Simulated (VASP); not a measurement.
Band structure of In₄As₃Sb (ordered alloy cell). Method: PBE GGA, VASP's PBE PAW potentials (set 64) (plane waves; VASP).

Unless said otherwise, spin-orbit coupling is left out, though it shifts the bands of the heavy elements here.

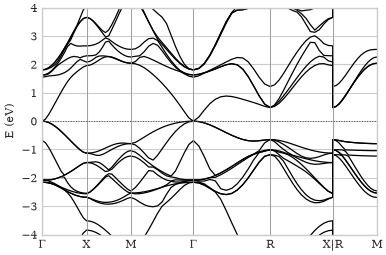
Figure. Bands along high-symmetry lines, zero at the valence-band maximum or, without a gap, the Fermi level

Task: Read the plot: is there a gap, and where are the band edges?

Result: It has no gap at this level: it comes out as a metal or semimetal. (Edges off the drawn lines would not show.)

The structure was generated: In4As3Sb was put into an ordered model structure (P-43m), which need not be its known phase. It was relaxed first, which changed the volume by +7 %.
